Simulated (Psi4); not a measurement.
# [NH4]+ (ammonium): CAM-B3LYP/def2-TZVPP

What is the vertical ionisation energy of [NH4]+ (ammonium) at CAM-B3LYP/def2-TZVPP? Input form: a Python script.

The results are computed with Psi4 1.11.

1 further run of the same task is left out (set aside as unsound or not needed).

## (1) The molecule

The species is [NH4]+ (5 atoms), meant as a singlet with charge +1. SMILES: `[NH4+]`. The shape is that of a PBE0-D4/def2-TZVP optimisation.

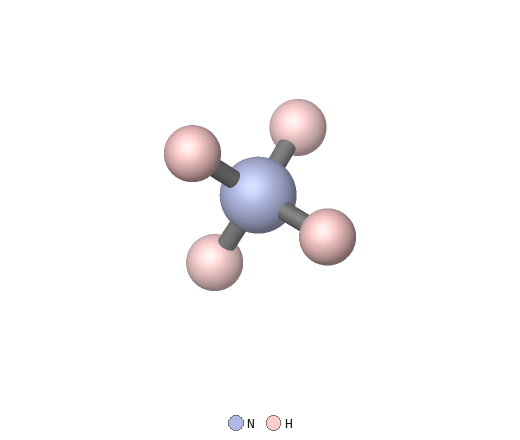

Viewed from a chosen angle; nitrogen light blue, hydrogen pink.

## (2) Energy and gradient at CAM-B3LYP/def2-TZVPP

run.py reads:

```python
import psi4

psi4.set_memory('2200 MB')
psi4.set_num_threads(1)
psi4.set_output_file('h4n.out', False)

mol = psi4.geometry("""
1 1
N
H 1 1.023574
H 1 1.023569 2 109.47147
H 1 1.023577 3 109.47124 2 119.99561
H 1 1.023572 3 109.46912 2 -120.00348
symmetry c1
""")

psi4.set_options({
    'puream': True,
    'e_convergence': 1e-09,
    'd_convergence': 1e-08,
    'scf_type': 'pk',
    'dft_radial_points': 99,
    'dft_spherical_points': 590,
})

E = psi4.gradient("cam-b3lyp/def2-TZVPP")
print('gradient / Eh bohr^-1')
print(E.np.round(6))
for k, v in sorted(psi4.core.scalar_variables().items()):
    print(f'{k:45s} {v:18.10f}')
```

Started as:

```bash
$ python run.py
```

h4n.out (excerpt; [...] marks lines left out):

```text
[...]
  Running in c1 symmetry.
[...]
  Nuclear repulsion =   16.375268910229742
[...]
  Multiplicity = 1
[...]
  Nalpha       = 5
  Nbeta        = 5
[...]
    Number of basis functions: 87
[...]
   @RKS iter   1:   -56.80302002336177    7.46182e-02   5.73565e-03 DIIS/ADIIS
[...]
   @RKS iter   7:   -56.89420425623941   -1.90219e-10   6.01326e-09 DIIS
[...]
    Orbital Energies [Eh]
    ---------------------
    Doubly Occupied:
       1A    -14.761204     2A     -1.327415     3A     -0.893758
       4A     -0.893743     5A     -0.893738
[...]
  @RKS Final Energy:   -56.89420425623941
   => Energetics <=
    Nuclear Repulsion Energy =             16.3752689102297424
    One-Electron Energy =                -105.0261045059791059
    Two-Electron Energy =                  37.6013952257759314
    DFT Exchange-Correlation Energy =      -5.8447638862659872
    Empirical Dispersion Energy =           0.0000000000000000
    VV10 Nonlocal Energy =                  0.0000000000000000
    Total Energy =                        -56.8942042562394121
[...]
 Multipole Moments:
 ------------------------------------------------------------------------------------
     Multipole            Electronic (a.u.)      Nuclear  (a.u.)        Total (a.u.)
 ------------------------------------------------------------------------------------
 L = 1.  Multiply by 2.5417464519 to convert [e a0] to [Debye]
 Dipole X            :          0.0000178           -0.0000433           -0.0000254
 Dipole Y            :         -0.0000093            0.0000188            0.0000095
 Dipole Z            :          0.0000015           -0.0000027           -0.0000012
 Magnitude           :                                                    0.0000272
[...]
  -Total Gradient:
     Atom            X                  Y                   Z
    ------   -----------------  -----------------  -----------------
       1        0.000009552295     0.000000386946    -0.000000423127
       2       -0.000008020020    -0.000000294823     0.000037272219
       3        0.000002491592     0.000030256319    -0.000012450854
       4       -0.000034548710    -0.000017819626    -0.000007582856
       5        0.000030525069    -0.000012549082    -0.000016790578
[...]
```

On the terminal:

```text
gradient / Eh bohr^-1
[[ 1.0e-05  0.0e+00 -0.0e+00]
 [-8.0e-06 -0.0e+00  3.7e-05]
 [ 2.0e-06  3.0e-05 -1.2e-05]
 [-3.5e-05 -1.8e-05 -8.0e-06]
 [ 3.1e-05 -1.3e-05 -1.7e-05]]
CURRENT ENERGY                                    -56.8942042562
CURRENT REFERENCE ENERGY                          -56.8942042562
DD SOLVATION ENERGY                                 0.0000000000
DFT FUNCTIONAL TOTAL ENERGY                       -56.8942042562
DFT TOTAL ENERGY                                  -56.8942042562
DFT VV10 ENERGY                                     0.0000000000
DFT XC ENERGY                                      -5.8447638863
GRID ELECTRONS ALPHA                                5.0000000619
GRID ELECTRONS BETA                                 5.0000000619
GRID ELECTRONS TOTAL                               10.0000001238
NUCLEAR REPULSION ENERGY                           16.3752689102
ONE-ELECTRON ENERGY                              -105.0261045060
PCM POLARIZATION ENERGY                             0.0000000000
PE ENERGY                                           0.0000000000
SCF ITERATION ENERGY                              -56.8942042562
SCF ITERATIONS                                      7.0000000000
SCF TOTAL ENERGY                                  -56.8942042562
TWO-ELECTRON ENERGY                                37.6013952258
XC GRID RADIAL POINTS                              99.0000000000
XC GRID SPHERICAL POINTS                          590.0000000000
XC GRID TOTAL POINTS                           281376.0000000000
```

Wall time 12 s (1 thread of INTEL XEON PLATINUM 8581C at 2.10GHz (Emerald Rapids), shared host); peak memory 1.1 GiB.

## (3) Doublet [NH4]2+: a single-point energy at UCAM-B3LYP/def2-TZVPP

h4n.xyz reads:

```xyz
5
H4N
N      0.000010     0.000010     0.000000
H      0.453330    -0.447860     0.801010
H     -0.972430     0.216180     0.235210
H      0.023940    -0.633460    -0.803650
H      0.495160     0.865130    -0.232580
```

calc.py reads:

```python
import psi4

psi4.set_memory(2200000000)
psi4.set_num_threads(1)
psi4.core.set_output_file('output.dat', False)

with open('h4n.xyz') as f:
    atoms = ''.join(f.readlines()[2:])
mol = psi4.geometry('2 2\n' + atoms + 'symmetry c1')

psi4.set_options({
    'reference': 'uks',
    'puream': True,
    'e_convergence': 1e-09,
    'd_convergence': 1e-08,
    'scf_type': 'pk',
    'dft_radial_points': 99,
    'dft_spherical_points': 590,
    'maxiter': 100,
})

e, wfn = psi4.energy('cam-b3lyp/def2-TZVPP', molecule=mol, return_wfn=True)
print(f'cam-b3lyp/def2-TZVPP energy: {e:.10f} Eh')
for k, v in sorted(psi4.core.scalar_variables().items()):
    print(f'{k:45s} {v:18.10f}')
```

Started as:

```bash
$ python calc.py
```

output.dat (excerpt; [...] marks lines left out):

```text
[...]
  Running in c1 symmetry.
[...]
  Nuclear repulsion =   16.375270078084789
[...]
  Multiplicity = 2
[...]
  Nalpha       = 5
  Nbeta        = 4
[...]
    Number of basis functions: 87
[...]
   @UKS iter   1:   -55.88790189796850    9.89736e-01   2.59668e-03 DIIS/ADIIS
[...]
   @UKS iter  33:   -55.91657765395800   -1.06581e-12   1.65788e-09 DIIS
[...]
   @S^2 Observed:                7.531556265E-01
[...]
    Orbital Energies [Eh]
    ---------------------
    Alpha Occupied:
       1A    -15.251208     2A     -1.803120     3A     -1.406217
       4A     -1.336787     5A     -1.318346
    Alpha Virtual:
       6A     -0.490057     7A     -0.450673     8A     -0.419236
       9A     -0.402453    10A     -0.273780    11A     -0.269044
      12A     -0.262499    13A     -0.106371    14A     -0.095211
      15A     -0.090899    16A     -0.055879    17A     -0.034121
      18A     -0.027868    19A      0.089010    20A      0.330791
      21A      0.346381    22A      0.359781    23A      0.538916
      24A      0.539974    25A      0.546817    26A      0.601010
[...]
  @UKS Final Energy:   -55.91657765395800
   => Energetics <=
    Nuclear Repulsion Energy =             16.3752700780847888
    One-Electron Energy =                -100.0603865608556333
    Two-Electron Energy =                  33.3731752569533882
    DFT Exchange-Correlation Energy =      -5.6046364281405507
    Empirical Dispersion Energy =           0.0000000000000000
    VV10 Nonlocal Energy =                  0.0000000000000000
    Total Energy =                        -55.9165776539580008
[...]
 Multipole Moments:
 ------------------------------------------------------------------------------------
     Multipole            Electronic (a.u.)      Nuclear  (a.u.)        Total (a.u.)
 ------------------------------------------------------------------------------------
 L = 1.  Multiply by 2.5417464519 to convert [e a0] to [Debye]
 Dipole X            :          0.0846404           -0.0000291            0.0846113
 Dipole Y            :         -0.1924165           -0.0000364           -0.1924529
 Dipole Z            :         -0.0014016           -0.0000073           -0.0014089
 Magnitude           :                                                    0.2102360
[...]
```

The script printed:

```text
cam-b3lyp/def2-TZVPP energy: -55.9165776540 Eh
CURRENT ENERGY                                    -55.9165776540
CURRENT REFERENCE ENERGY                          -55.9165776540
DD SOLVATION ENERGY                                 0.0000000000
DFT FUNCTIONAL TOTAL ENERGY                       -55.9165776540
DFT TOTAL ENERGY                                  -55.9165776540
DFT VV10 ENERGY                                     0.0000000000
DFT XC ENERGY                                      -5.6046364281
GRID ELECTRONS ALPHA                                5.0000000259
GRID ELECTRONS BETA                                 4.0000000264
GRID ELECTRONS TOTAL                                9.0000000523
NUCLEAR REPULSION ENERGY                           16.3752700781
ONE-ELECTRON ENERGY                              -100.0603865609
PCM POLARIZATION ENERGY                             0.0000000000
PE ENERGY                                           0.0000000000
SCF ITERATION ENERGY                              -55.9165776540
SCF ITERATIONS                                     33.0000000000
SCF TOTAL ENERGY                                  -55.9165776540
TWO-ELECTRON ENERGY                                33.3731752570
XC GRID RADIAL POINTS                              99.0000000000
XC GRID SPHERICAL POINTS                          590.0000000000
XC GRID TOTAL POINTS                           281389.0000000000
```

Run time: 40 s. Hardware: 1 thread of INTEL XEON PLATINUM 8581C at 2.10GHz (Emerald Rapids), shared host; peak memory 1.1 GiB.

## (4) Summary of results

At CAM-B3LYP/def2-TZVPP:

| quantity | value |
| --- | --- |
| singlet [NH4]+: total energy | -56.89420 Eh |
| singlet [NH4]+: HOMO energy | -24.32 eV |
| singlet [NH4]+: LUMO energy | -5.16 eV |
| singlet [NH4]+: HOMO–LUMO gap | 19.16 eV |
| singlet [NH4]+: largest force on an atom | 0.002 eV/Å |
| doublet [NH4]2+: total energy | -55.91658 Eh |
| doublet [NH4]2+: HOMO energy (highest over α and β) | -35.52 eV |
| doublet [NH4]2+: LUMO energy (lowest over α and β) | -28.87 eV |
| doublet [NH4]2+: ⟨S²⟩ | 0.753 |
| vertical ionisation energy (to the doublet dication) | 26.603 eV |

The vertical ionisation energy comes to 26.60 eV (613 kcal/mol). −ε(HOMO) before ionisation, 24.32 eV, is 2.28 eV below this ionisation energy.
